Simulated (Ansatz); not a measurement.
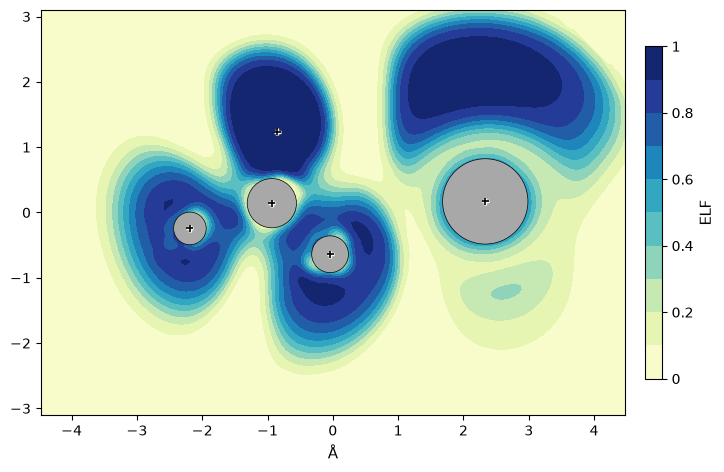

The ELF on a plane through atoms (crosses mark nuclei in the plane; grey discs cover the cores).

Level of theory: RKS PBE0-D4/def2-TZVPP in Ansatz.

Candidates:
A. CH3FOSn
B. CH5PSSi (SMILES P[SiH]1CS1)
C. BFGeH4 (SMILES [BH2][GeH2][F])

**Which candidate gave the map?**

Candidate A: CH3FOSn on the plane of atoms F1, C2 and O3, which holds F, C, O, Sn and H. C–O (1.19 Å): the ELF peaks at about 0.85 between the atoms: a short, multiple covalent bond. C–F (1.31 Å): the ELF peaks at about 0.85 between the atoms (a polar covalent bond).
